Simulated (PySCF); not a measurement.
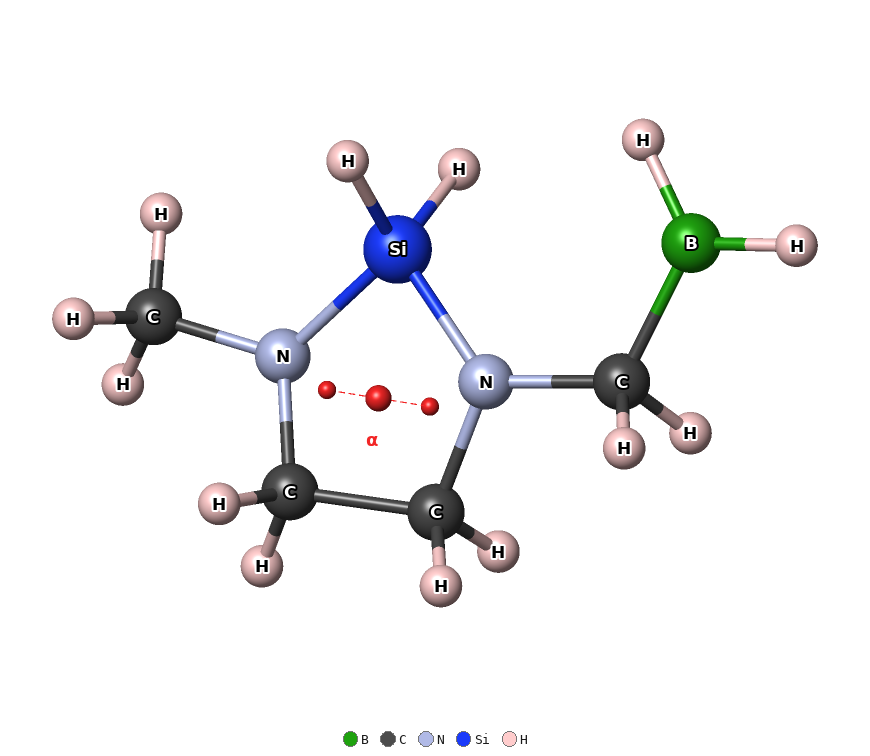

The small points mark where nucleus-independent chemical shifts (NICS) were computed: at the centre of each lettered ring and 1 Å above and below it. The geometry was computed by an optimisation with GFN2-xTB. No frequency run is at hand to confirm it as a minimum. Properties computed with GIAO PBE0/pcSseg-1 NMR shielding, non-relativistic, gas phase (PySCF 2.14.0).

Give NICS(0), NICS(1) and the out-of-plane component NICS(1)zz for each ring (means of the two sides).

| ring | members | NICS(0) | NICS(1) | NICS(1)zz |
| --- | --- | --- | --- | --- |
| α | C2N2Si | −7.7 | −2.8 | −1.6 |

Values in ppm.

**What do the values say about the ring currents?**

Ring α: weak, as in a non-aromatic ring. NICS is one index among several.

The geometry is semi-empirical. Around B, Si such bond lengths and angles can be off by a tenth of an ångström or more and by several degrees, and values that hang on the shape move with them.
